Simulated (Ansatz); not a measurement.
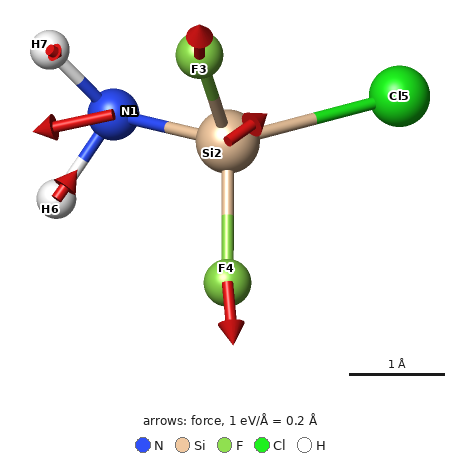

Starting geometry of SiNH2ClF2 with the computed forces as red arrows. A ball-and-stick model, seen at a tilt.

The run prepares an end point of a later path (inversion) calculation, from a guessed geometry.

Level of theory: RKS PBE0/cc-pVDZ (Ansatz 0.2.0).

The input:
```yaml
crystal:
  periodic: [false, false, false]
  atoms:
    - { symbol: "N", position_ang: [-0.6836, 0.4076, 0.7468] }
    - { symbol: Si, position_ang: [0.3422, -0.4864, -0.171] }
    - { symbol: F, position_ang: [1.5799, -0.7929, 0.7324] }
    - { symbol: F, position_ang: [-0.3339, -1.8108, -0.6014] }
    - { symbol: Cl, position_ang: [0.8941, 0.5836, -1.8297] }
    - { symbol: H, position_ang: [-1.55022, -0.19509, 0.94863] }
    - { symbol: H, position_ang: [-0.27264, 0.51442, 1.70036] }
basis:
  gaussian: { orbitals: cc-pVDZ }
hamiltonian:
  xc: pbe0
relax:
  f_tol: 0.015
  max_steps: 40
```

Run as
```bash
ansatz run input.yaml --threads 1 --pin off --max-ram 2048MiB --backend cpu --events-out ev --progress --plain --runs-dir out
```

What follows when this structure is relaxed?

Answer. It isn't relaxed: the largest force vector, on N1, is 4.55 eV/Å. The final displacements follow the starting forces only in part (cosine between the two patterns 0.36). Over 8 accepted moves (9 points after the start) the energy falls by 55.6 kJ/mol. The largest force component goes from 3.3 to 0.013 eV/Å. The line search rejected the trial step at point 7 of the run. The atom that moves furthest after the best rigid fit is N1 (0.50 Å). By element the largest moves are N 0.50 Å, H 0.39 Å, F 0.28 Å, Cl 0.15 Å, Si 0.11 Å. Near-neighbour distances that change, for instance: Si2–F4 1.548 → 1.623 Å, Si2–F3 1.563 → 1.623 Å, N1–Si2 1.641 → 1.702 Å, N1–H6 1.075 → 1.016 Å. Among the angles between lasting bonds that change: Si2–N1–H6 107.7° → 117.3°, H6–N1–H7 101.7° → 110.5°, Si2–N1–H7 108.7° → 117.4°.
